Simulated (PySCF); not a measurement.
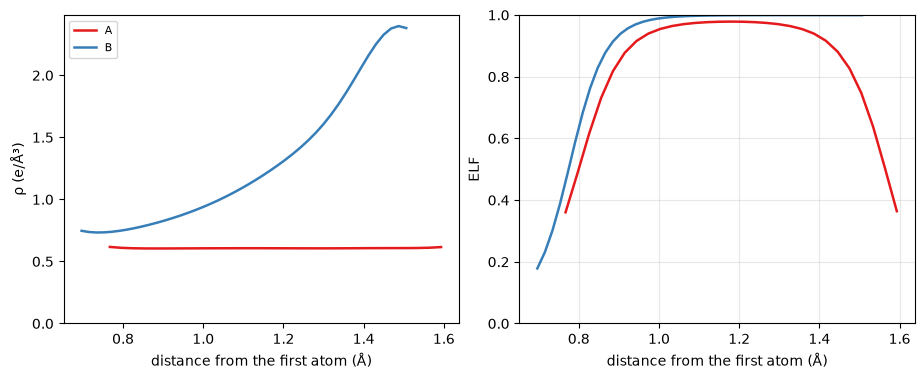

H9Si5 (SMILES [SiH]1[SiH2][SiH2][SiH2][SiH2]1) (charge −1). Total electron density and electron localisation function along straight lines between neighbouring atoms. The curves leave out the atomic cores.

Geometry: PBE0-D3(BJ)/def2-SVP.

Level of theory: PBE0/aug-pcSseg-1, SCF density, gas phase, non-relativistic (PySCF 2.14.0).

```tsv
atom	x (Å)	y (Å)	z (Å)
Si	1.6556	1.0387	0.0237
Si	1.0536	-1.0746	0.9025
Si	-1.2569	-1.1533	0.4273
Si	-1.5945	0.9258	-0.6510
Si	0.3335	1.5912	-1.8745
H	1.4741	2.0099	1.1687
H	3.1514	1.0253	-0.2004
H	1.7646	-2.1700	0.1517
H	1.3279	-1.3509	2.3618
H	-2.0654	-1.4540	1.6671
H	-1.5433	-2.2895	-0.5191
H	-1.9396	1.8919	0.4601
H	-2.8744	0.8268	-1.4504
H	0.5062	0.1681	-2.4532
```

> Which curve belongs to which contact (Si–H and Si–Si)? The first atom named is at distance zero.

Curve A: Si–Si (2.36 Å): the density is about 0.61 e/Å³ at the midpoint; the ELF peaks at about 1 between the atoms, as expected for a covalent bond. Curve B: Si–H (1.51 Å): ρ is about 0.73 e/Å³ halfway; the ELF climbs to about 1 towards the hydrogen, as it does in any bond to H.
